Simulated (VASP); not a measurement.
Band structure of ZnS (wurtzite). All values below come from r2SCAN meta-GGA, VASP's PBE PAW potentials (set 64) (plane waves; VASP).

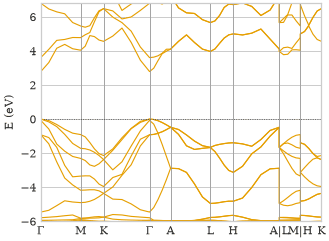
Fig. 1. Bands along high-symmetry lines, zero at the valence-band maximum or, without a gap, the Fermi level

Question: Read the plot: is there a gap, and where are the band edges?

Answer: The gap is direct, 2.79 eV, from the valence maximum at Γ to the conduction minimum at Γ.

Measured: gap 3.91 eV (computed value off by -1.12 eV), as given by Mehmet Aras et al., The Journal of Chemical Physics (2014), arXiv:1312.4272.

The compound is ZnS in the wurtzite structure, the high-temperature form. It was relaxed first.
